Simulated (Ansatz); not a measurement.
CH₆NSi (charge +1)

| atom | x (Å) | y (Å) | z (Å) |
| --- | --- | --- | --- |
| C | -0.3625 | 0.3827 | -1.1476 |
| N | 0.1593 | 0.4458 | 0.2346 |
| Si | 0.3615 | -0.7616 | 1.3115 |
| H | -0.6211 | -0.6362 | -1.3953 |
| H | -1.2438 | 1.0023 | -1.2255 |
| H | 0.3956 | 0.7338 | -1.8322 |
| H | 0.4144 | 1.3758 | 0.5154 |
| H | -0.0017 | -2.1111 | 0.9202 |
| H | 0.8983 | -0.4316 | 2.6189 |

All numbers below come from RHF/6-31G* (Ansatz).

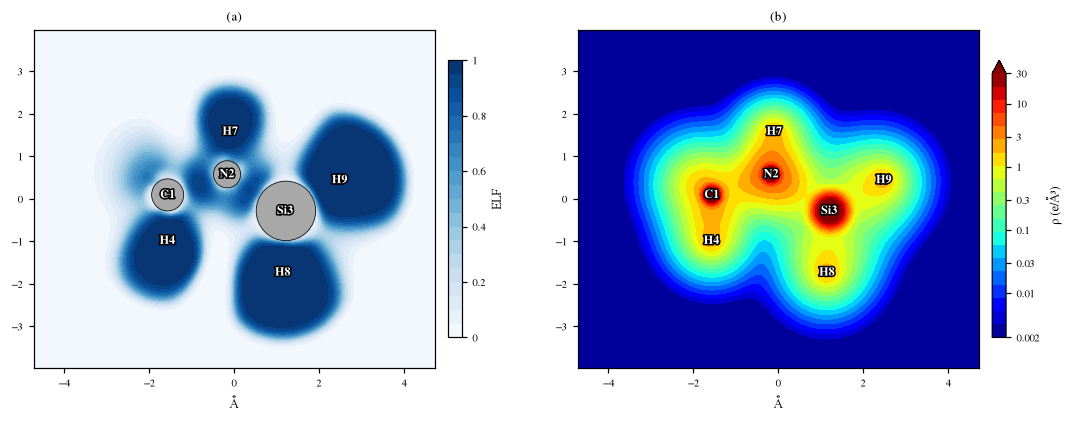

Figure 1. (a) ELF; (b) electron density on the plane of atoms N2, Si3 and H8. Grey discs cover the atomic cores in the ELF map.

> Read the bonding off the picture.

- The plane passes through C, N, Si and H nuclei.
- C–N (1.48 Å): ρ at the midpoint is about 1.8 e/Å³, with its minimum of 1.6 e/Å³ about 0.5 Å from C; the ELF peaks at about 0.95 between the atoms; localised, covalent bonding.
- Si–N (1.63 Å): the density is about 1.3 e/Å³ at the midpoint; the ELF peaks at about 0.90 between the atoms, as expected for a shared but strongly polarised pair.
- N–H (1.00 Å): ρ at the midpoint is about 2.9 e/Å³; the ELF climbs to about 1 towards the hydrogen, as it does in any bond to H (a covalent bond by its length).
- C–H (1.08 Å): ρ at the midpoint is about 2.1 e/Å³; the ELF climbs to about 1 towards the hydrogen; an ordinary covalent bond to hydrogen.
- Si–H (1.45 Å): the density is about 0.9 e/Å³ at the midpoint; the ELF climbs to about 1 towards the hydrogen.

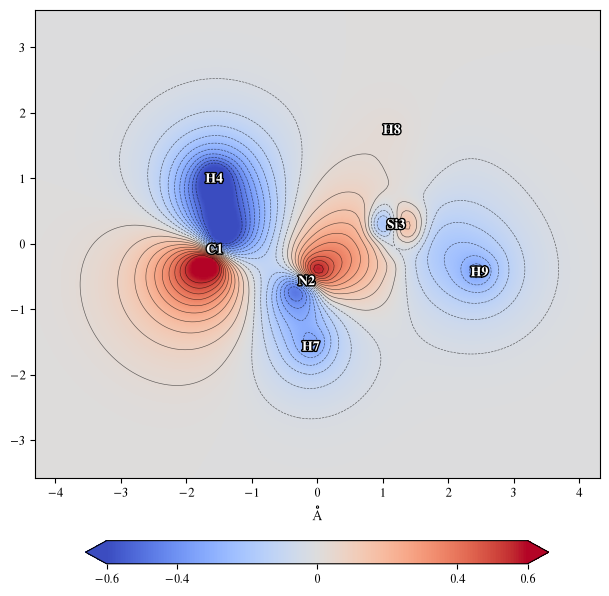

Figure 2. The HOMO−1 on the plane of atoms C1, N2 and H7 (values in Å⁻³ᐟ²; the overall sign is arbitrary).

> Where does this orbital lie, and at what energy?

By Hirshfeld shares it lies mainly on C1 (about 40 %), H4 (about 20 %), N2 (about 10 %), H5 (about 10 %), H6 (about 10 %) and Si3 (about 5 %). Its energy is −19.79 eV.

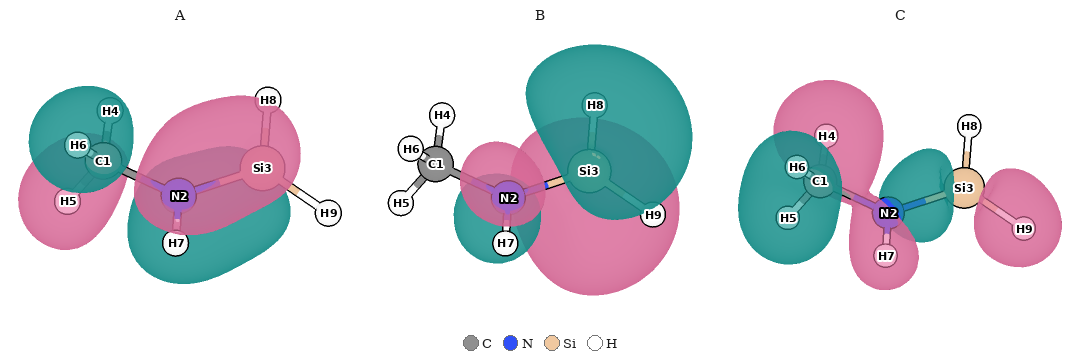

Figure 3. Three frontier orbitals at ±0.08 Å⁻³ᐟ² (teal and pink are the two phases), in no order.

> Which picture is the HOMO−1, the HOMO and the LUMO?

C is the HOMO−1 (−19.79 eV). By Hirshfeld shares it lies mainly on C1 (about 40 %), H4 (about 20 %), N2 (about 10 %), H5 (about 10 %), H6 (about 10 %) and Si3 (about 5 %). A is the HOMO (−17.05 eV). By Hirshfeld shares it lies mainly on N2 (about 50 %), Si3 (about 20 %), C1 (about 15 %), H5 (about 5 %) and H6 (about 5 %). B is the LUMO (−4.30 eV). By Hirshfeld shares it lies mainly on Si3 (about 75 %) and N2 (about 15 %).

> What is the HOMO–LUMO gap?

12.75 eV between the orbital energies.
